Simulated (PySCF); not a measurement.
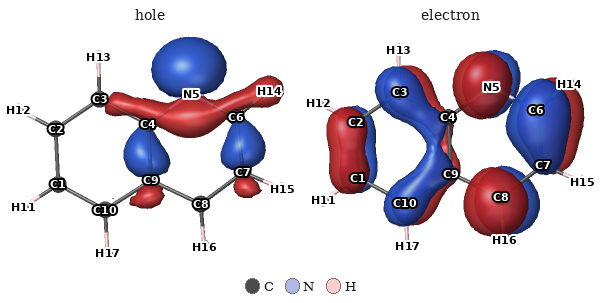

C$_{9}$H$_{7}$N, SMILES `c1ccc2ncccc2c1`. Leading natural transition orbital pair of S₁ (TDA singlet states); the surfaces enclose about 78 % of each orbital's density.

PySCF calculation, ωB97X/6-31G*, gas phase; geometry: GFN2-xTB. No frequency check shows the geometry to be a minimum. Without diffuse functions Rydberg states are missing, so the states' numbers hold for this basis only.

Geometry (Å), atoms numbered from 1:

```
C1       2.3928    0.6961    0.0000
C2       2.3813   -0.7086    0.0000
C3       1.1999   -1.3958    0.0000
C4      -0.0268   -0.6996    0.0000
N5      -1.1747   -1.4075    0.0000
C6      -2.3054   -0.7614    0.0000
C7      -2.4110    0.6421    0.0000
C8      -1.2617    1.3837    0.0000
C9      -0.0156    0.7229    0.0000
C10      1.2205    1.3991    0.0000
H11      3.3392    1.2170    0.0000
H12      3.3205   -1.2422    0.0000
H13      1.1685   -2.4740    0.0000
H14     -3.1987   -1.3742    0.0000
H15     -3.3839    1.1095    0.0000
H16     -1.2886    2.4653    0.0000
H17      1.2223    2.4802    0.0000
```

Question: What kind of excitation is it, and where does it lie?

Answer: 4.82 eV (257 nm), f = 0.004, n → π*; the leading pair carries 99 %; hole on N5 (58 %), C4 and C6 (9 % each) and C7 and C9 (6 % each), electron on N5 (22 %), C6 (19 %) and C8 (17 %); their centroids lie 1.0 Å apart. In canonical orbitals it is mainly HOMO−2 → LUMO (89 %). The HOMO–LUMO gap is 9.39 eV.

Cost of the run: 7.2 min on 1 thread of Intel(R) Xeon(R) Platinum 8259CL CPU @ 2.50GHz (Skylake/Cascade Lake) (shared host), peak memory 0.91 GiB.
